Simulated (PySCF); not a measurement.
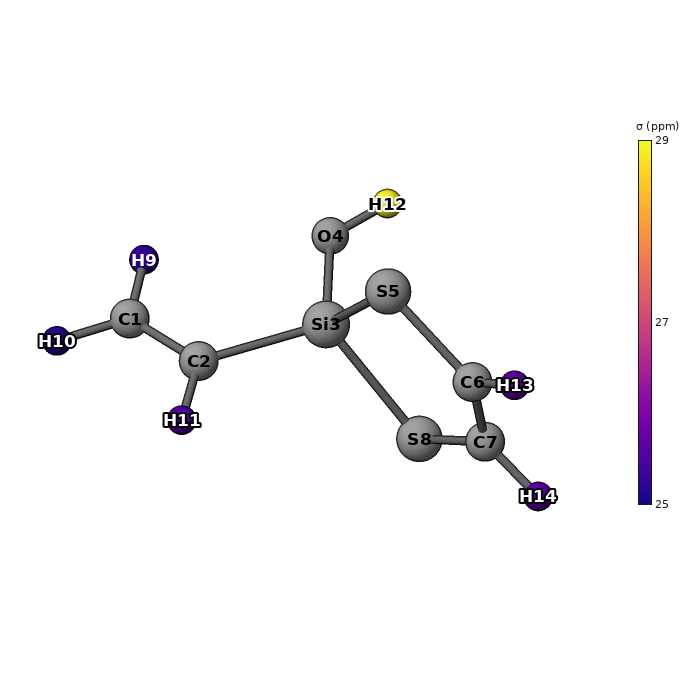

Atoms are coloured by their isotropic NMR shieldings (H only, the others grey). The computed structure is the end point of a GFN2-xTB optimisation. No frequency run is at hand to confirm it as a minimum. Properties computed with GIAO PBE0/pcSseg-1 NMR shielding, non-relativistic, gas phase (PySCF 2.14.0).

> Which H atom is the most shielded (lowest chemical shift)?

H12 (28.88 ppm).

> Which H atom is the least shielded (highest chemical shift)?

H10 (25.23 ppm).

> How wide is the range of H shifts?

3.65 ppm.

List the isotropic NMR shieldings of the H atoms.

| atom | σ (ppm) |
| --- | --- |
| H9 | 25.25 |
| H10 | 25.23 |
| H11 | 25.63 |
| H12 | 28.88 |
| H13 | 25.75 |
| H14 | 25.76 |

The geometry is semi-empirical. Around Si such bond lengths and angles can be off by a tenth of an ångström or more and by several degrees, and values that hang on the shape move with them.
